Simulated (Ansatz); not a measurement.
Input file:

```
crystal:
  periodic: [false, false, false]
  atoms:
    - {symbol: B, position_ang: [0.459645, -0.476877, 0.520526]}
    - {symbol: Br, position_ang: [0.703596, 0.065919, 2.340147]}
    - {symbol: Br, position_ang: [1.252420, -2.095287, -0.125582]}
    - {symbol: B, position_ang: [-0.459708, 0.476980, -0.520375]}
    - {symbol: Br, position_ang: [-2.341691, 0.164979, -0.681546]}
    - {symbol: Br, position_ang: [0.385747, 1.864296, -1.533170]}
basis:
  gaussian: {orbitals: def2-TZVP, initial_orbitals: start.molden}
hamiltonian: {xc: pbe0, dispersion: d4}
scf: {omitted_lower_state_checks: [starts]}
output: {forces: true, orbitals: {seedname: orbitals}}
```

Launched as:

```sh
ansatz run in.yaml --threads 4 --pin off --events-out ev --progress --plain --max-ram 8704MiB
```

Geometry: PBE-D4/def2-SVP.

All numbers below come from Ansatz, RKS PBE0-D4/def2-TZVP.

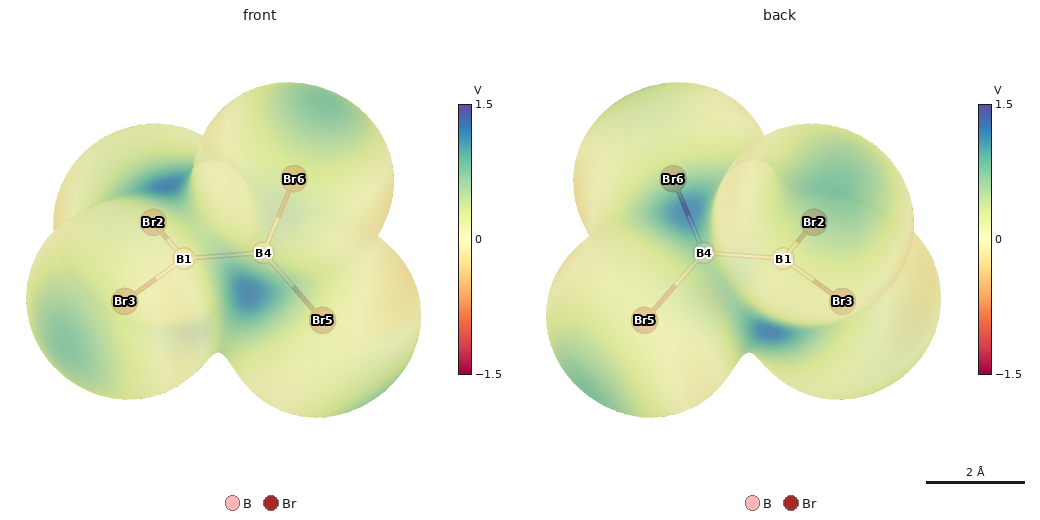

B2Br4. The electrostatic potential painted on the density surface at 0.002 e/bohr³, seen from the front and from behind; the colour scale runs from red (negative) to blue (positive).

Describe the electrostatic potential map.

Answer. The most negative region (about −0.2 V) lies over Br2, Br3, Br5 and Br6, the most positive (about +1.2 V) over B1 and B4. Br2 shows a σ-hole: about +0.8 V at the tip opposite its bond, against about 0.0 V on its flanks. Br3 shows a σ-hole: about +0.8 V at the tip opposite its bond, against about 0.0 V on its flanks. Br5 shows a σ-hole: about +0.8 V at the tip opposite its bond, against about 0.0 V on its flanks. Br6 shows a σ-hole: about +0.8 V at the tip opposite its bond, against about 0.0 V on its flanks.
